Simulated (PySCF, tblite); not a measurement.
**C₅H₉BO: geometry, infrared bands and NMR shifts**

Wanted: the infrared bands and NMR shifts of C₅H₉BO (`C=C[C@@H]1CBOC1`), by calculation.

Computed with tblite 0.8.0 and PySCF 2.14.0, with density-fitted response routines of our own, on a single molecule in the gas phase. Atoms count from 0, in the outputs and in this text.

## (1) The starting structure

16 atoms, charge 0, multiplicity 1; geometry from: force field or distance geometry start.

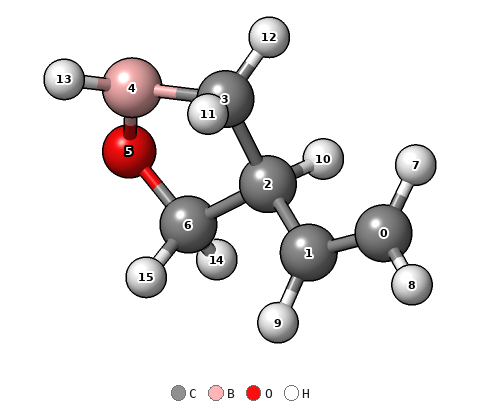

As it starts; carbon grey, boron pink, oxygen red, hydrogen white, atoms numbered.

## (2) Relaxing the molecule with GFN2-xTB

The job: settings as JSON, then the geometry in Å.

```
{"job": {"kind": "relax", "xc": "GFN2-xTB", "basis": "xTB"}, "charge": 0, "multiplicity": 1}
C      2.254000     0.817100    -0.247600
C      1.422900     0.032400     0.443200
C      0.077600    -0.364400    -0.076400
C     -0.885900     0.829200    -0.184600
B     -2.206600     0.183200     0.391900
O     -2.038300    -1.248300     0.625300
C     -0.646300    -1.376800     0.819300
H      1.953600     1.219700    -1.209000
H      3.227700     1.074100     0.149700
H      1.764800    -0.358800     1.414100
H      0.187600    -0.816700    -1.091700
H     -0.582700     1.670000     0.472100
H     -1.024200     1.155900    -1.217300
H     -2.763000     0.809400     1.213000
H     -0.335600    -2.402800     0.557700
H     -0.413200    -1.214300     1.912900
```

On the command line:

```
$ OMP_NUM_THREADS=1 python probes_run.py task.json out
```

One launch serves the whole session: the jobs run in the order shown.

**Question.** This job is followed by: GFN2-xTB harmonic vibrations, gas phase; GIAO PBE0/pcSseg-1 NMR shielding, non-relativistic, gas phase. What will the session give for the following? strongest single infrared mode (GFN2-xTB); zero-point energy (GFN2-xTB); 13C shifts against TMS (PBE0/pcSseg-1); 1H shifts against TMS (PBE0/pcSseg-1); 11B shifts against BF3·OEt2 (PBE0/pcSseg-1); 17O shifts against H2O (PBE0/pcSseg-1).

**Answer**, as computed:

| quantity | value |
| --- | --- |
| strongest single infrared mode (GFN2-xTB) | 2676 cm⁻¹, 162 km/mol |
| zero-point energy (GFN2-xTB) | 82.4 kcal/mol |
| 13C shifts against TMS (PBE0/pcSseg-1) | 151.1, 121.5, 83.0, 48.0, 33.7 ppm |
| 1H shifts against TMS (PBE0/pcSseg-1) | 5.95, 5.37, 5.30, 5.24, 4.70, 4.18, 2.70, 1.69, 0.95 ppm |
| 11B shifts against BF3·OEt2 (PBE0/pcSseg-1) | 49.9 ppm |
| 17O shifts against H2O (PBE0/pcSseg-1) | 231.4 ppm |

Relaxing lowered the energy by 1.150 eV in 111 steps; the close pair that moved most is B4–O5, from 1.460 to 1.331 Å. No mode is imaginary among the 42: a minimum at this level. The strongest single mode, at 2676 cm⁻¹, moves mainly H13. GFN2-xTB is a fitted tight-binding method: band positions and strengths are rough. Its intensities can rank the bands wrongly. The most deshielded carbon is C1 (alkene CH), at 151.1 ppm: an sp2 carbon of a C=C bond. The most deshielded hydrogen is H9 (hydrogen on an alkene CH), at 5.95 ppm: olefinic region. At PBE0/pcSseg-1: The largest span, 384 ppm, is at O5, where the paramagnetic term is -287 ppm.
